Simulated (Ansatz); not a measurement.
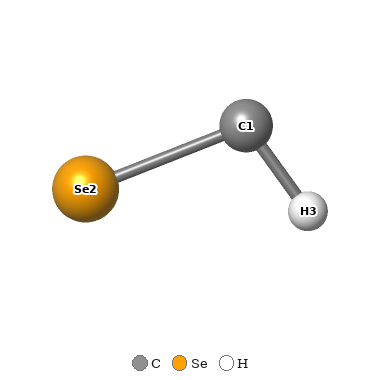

The system is CHSe, SMILES [CH-]=[Se], charge −1; the picture shows the reference structure. The first coordinate is: bond length C1–Se2; the second: bond length C1–H3. Nothing is relaxed (all other coordinates rigid). Grid: 13 × 13 points. Energies: eV, counted from the lowest grid point. The calculation used RKS wB97M-V/def2-TZVPD in Ansatz.

Its coordinates:

```yaml
atoms:
  - { symbol: C, position_ang: [-0.2118, 0.5453, -0.0523] }
  - { symbol: Se, position_ang: [1.1966, -0.3928, 0.6117] }
  - { symbol: H, position_ang: [-0.8680, -0.2286, -0.5041] }
```

Range: bond length C1–Se2 from 1.527 to 2.363 Å; bond length C1–H3 from 0.933 to 1.444 Å.

Question: Predict the map.

Answer: The lowest grid point is at bond length C1–Se2 = 1.806 Å, bond length C1–H3 = 1.103 Å. No other kind of well shows on this grid. The highest grid point, bond length C1–Se2 = 2.363 Å, bond length C1–H3 = 1.444 Å, lies 2.55 eV above the lowest. Round the minimum the two coordinates are nearly uncoupled.

| bond length C1–H3 ↓, bond length C1–Se2 → | 1.527 | 1.597 | 1.666 | 1.736 | 1.806 | 1.875 | 1.945 | 2.015 | 2.084 | 2.154 | 2.224 | 2.294 | 2.363 |
| --- | --- | --- | --- | --- | --- | --- | --- | --- | --- | --- | --- | --- | --- |
| 1.444 | 2.47 | 1.63 | 1.13 | 0.87 | 0.79 | 0.83 | 0.97 | 1.17 | 1.41 | 1.68 | 1.97 | 2.26 | 2.55 |
| 1.401 | 2.36 | 1.50 | 1.00 | 0.73 | 0.65 | 0.69 | 0.83 | 1.02 | 1.26 | 1.53 | 1.81 | 2.11 | 2.40 |
| 1.359 | 2.24 | 1.38 | 0.87 | 0.60 | 0.51 | 0.55 | 0.69 | 0.88 | 1.12 | 1.39 | 1.67 | 1.96 | 2.25 |
| 1.316 | 2.13 | 1.26 | 0.74 | 0.47 | 0.38 | 0.42 | 0.55 | 0.74 | 0.98 | 1.25 | 1.53 | 1.82 | 2.11 |
| 1.274 | 2.02 | 1.15 | 0.63 | 0.35 | 0.26 | 0.30 | 0.43 | 0.62 | 0.86 | 1.12 | 1.40 | 1.70 | 1.98 |
| 1.231 | 1.92 | 1.05 | 0.53 | 0.25 | 0.15 | 0.19 | 0.32 | 0.51 | 0.75 | 1.01 | 1.30 | 1.59 | 1.87 |
| 1.188 | 1.84 | 0.96 | 0.44 | 0.16 | 0.07 | 0.10 | 0.23 | 0.43 | 0.66 | 0.93 | 1.21 | 1.50 | 1.79 |
| 1.146 | 1.79 | 0.91 | 0.39 | 0.11 | 0.02 | 0.05 | 0.18 | 0.37 | 0.61 | 0.87 | 1.16 | 1.45 | 1.74 |
| 1.103 | 1.77 | 0.89 | 0.37 | 0.09 | 0.00 | 0.04 | 0.17 | 0.36 | 0.60 | 0.86 | 1.15 | 1.44 | 1.73 |
| 1.061 | 1.80 | 0.93 | 0.41 | 0.13 | 0.04 | 0.07 | 0.20 | 0.40 | 0.64 | 0.91 | 1.19 | 1.48 | 1.78 |
| 1.018 | 1.90 | 1.03 | 0.51 | 0.24 | 0.14 | 0.18 | 0.31 | 0.51 | 0.75 | 1.02 | 1.31 | 1.60 | 1.89 |
| 0.976 | 2.08 | 1.21 | 0.70 | 0.42 | 0.33 | 0.37 | 0.51 | 0.71 | 0.95 | 1.22 | 1.51 | 1.80 | 2.10 |
| 0.933 | 2.38 | 1.51 | 1.00 | 0.73 | 0.64 | 0.69 | 0.82 | 1.02 | 1.27 | 1.54 | 1.83 | 2.13 | 2.42 |

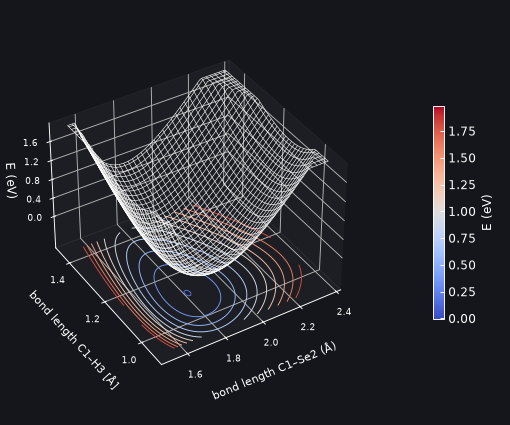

In the figure: a relief with its contours projected below, any walls above the top of the colour scale cut off. Between grid points the surface is interpolated.

Time for the 169 points that were run: 44 min on 1 thread of Arm Neoverse N1, with other jobs on the host.
